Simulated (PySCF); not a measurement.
**SnH2F2 (SMILES [F][SnH2][F]) at PBE/def2-SVP (core potential)**

What is the vertical ionisation energy of SnH2F2 at PBE/def2-SVP (core potential)? 

Program for the calculation: PySCF 2.14.0.

2 further runs of the same task are left out: 2 set aside as unsound or not needed.

## (1) Starting point

SnH2F2 has 5 atoms, charge 0, and is taken as a singlet. As SMILES, `[F][SnH2][F]`. Geometry: relaxed at PBE0-D4/def2-TZVP.

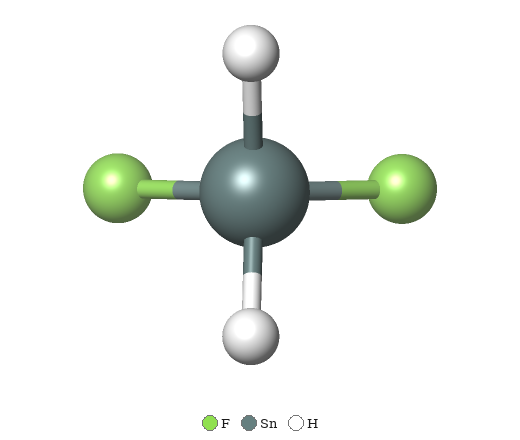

The structure, seen from a chosen angle (fluorine green, tin teal, hydrogen white).

## (2) The energy at PBE/def2-SVP (core potential)

input.xyz

```xyz
5
F2H2Sn
F     -0.343500    -0.356300     1.741400
Sn     0.128900    -0.073200    -0.086200
F     -1.231200     1.110700    -0.712400
H     -0.087400    -1.547100    -0.889100
H      1.583200     0.792100    -0.095000
```

calc.py

```python
# [F][SnH2][F]
from pyscf import gto, dft

molecule = gto.Mole()
molecule.atom = 'input.xyz'
molecule.basis = 'def2-svp'
molecule.ecp = {'Sn': 'def2-svp'}
molecule.verbose = 3
molecule.max_memory = 1860
molecule.build()

myscf = dft.RKS(molecule, xc='pbe')
myscf.conv_tol = 1e-10
myscf.grids.level = 5
myscf.kernel()
if not myscf.converged:
    myscf = myscf.newton().run(myscf.mo_coeff, myscf.mo_occ)

energy = myscf.e_tot
print('E = %.10f Eh' % energy)
```

Command:

```
OMP_NUM_THREADS=1 python calc.py
```

Output:

```text
converged SCF energy = -414.854479312658
E = -414.8544793127 Eh
```

Wall time 9.9 s (1 thread of Arm Neoverse V1, shared host); peak memory 0.33 GiB.

## (3) The doublet cation

input.py

```python
from pyscf import gto, dft

mol = gto.M(
    atom='''
F   -0.343500  -0.356300   1.741400
Sn   0.128900  -0.073200  -0.086200
F   -1.231200   1.110700  -0.712400
H   -0.087400  -1.547100  -0.889100
H    1.583200   0.792100  -0.095000
''',
    verbose=3,
    spin=1,
    charge=1,
    ecp={'Sn': 'def2-svp'},
    basis='def2-svp',
    max_memory=1860,
)

ks = dft.UKS(mol)
ks.xc = 'pbe'
ks.grids.level = 5
ks.conv_tol = 1e-10
ks.kernel()
if not ks.converged:
    ks = ks.newton().run(ks.mo_coeff, ks.mo_occ)

e_tot = ks.e_tot
print('E(%s) = %.9f' % ('PBE', e_tot))
```

Command:

```
OMP_NUM_THREADS=1 python input.py
```

Output:

```text
WARN: HOMO -0.84370962334262 >= LUMO -0.843709623342623

converged SCF energy = -414.433786772321  <S^2> = 0.75578191  2S+1 = 2.0057736
E(PBE) = -414.433786772
```

Wall time 20 s (1 thread of Arm Neoverse V1, shared host); peak memory 0.34 GiB.

## (4) Results

Level: PBE/def2-SVP (core potential).

```
                                          quantity          value
                      singlet SnH2F2: total energy  -414.85448 Eh
                     singlet SnH2F2: dipole moment         3.08 D
                       singlet SnH2F2: HOMO energy       -7.99 eV
                       singlet SnH2F2: LUMO energy       -1.62 eV
                     singlet SnH2F2: HOMO–LUMO gap        6.37 eV
                      doublet cation: total energy  -414.43379 Eh
doublet cation: HOMO energy (highest over α and β)      -15.62 eV
 doublet cation: LUMO energy (lowest over α and β)      -14.90 eV
                              doublet cation: ⟨S²⟩          0.756
vertical ionisation energy (to the doublet cation)      11.448 eV
```

**Reading.** Removing an electron at fixed nuclei costs 11.45 eV (264 kcal/mol). The negative HOMO energy of the first species, 7.99 eV, lies 3.46 eV below that difference.
